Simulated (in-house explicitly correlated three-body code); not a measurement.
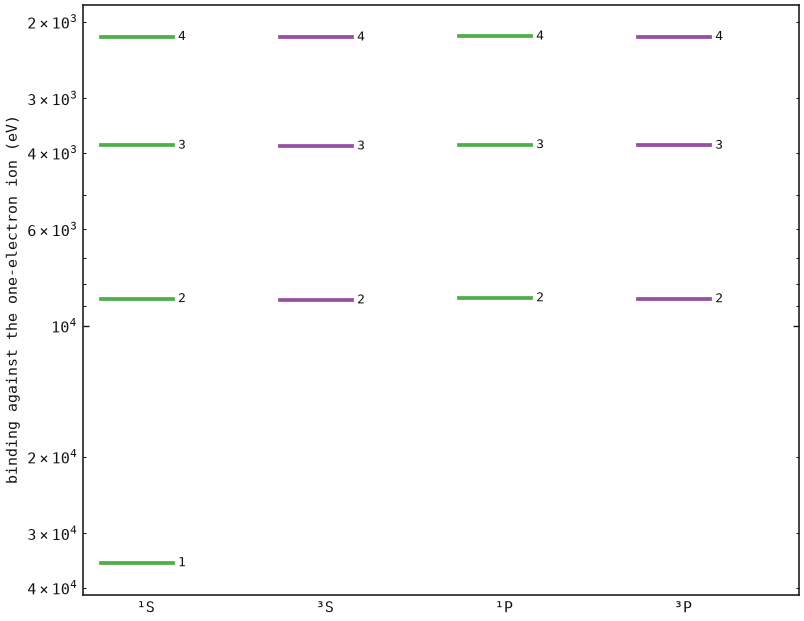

Two electrons around a point charge Z = 51.411. Computed variationally in 260 exponentially correlated functions with an in-house code, non-relativistic, converged to about 10⁻⁸ of the energy. The plot shows the bound S and P states that converged, by term and principal number n, on a logarithmic scale of binding.

Question: How do singlets and triplets lie?

Answer: The ground state is bound by 35.09 keV. The n = 2 states drawn run, from the deepest, 2 ³S (8729 eV), 2 ³P (8676 eV), 2 ¹S (8669 eV), 2 ¹P (8631 eV). Exchange puts 2 ³S below 2 ¹S by 59.6 eV and 2 ³P below 2 ¹P by 45.5 eV. Quantum defects n − (Z − 1)/√(2 E(binding)): 2 ³S 0.010, 2 ³P 0.004, 2 ¹S 0.003, 2 ¹P −0.001.
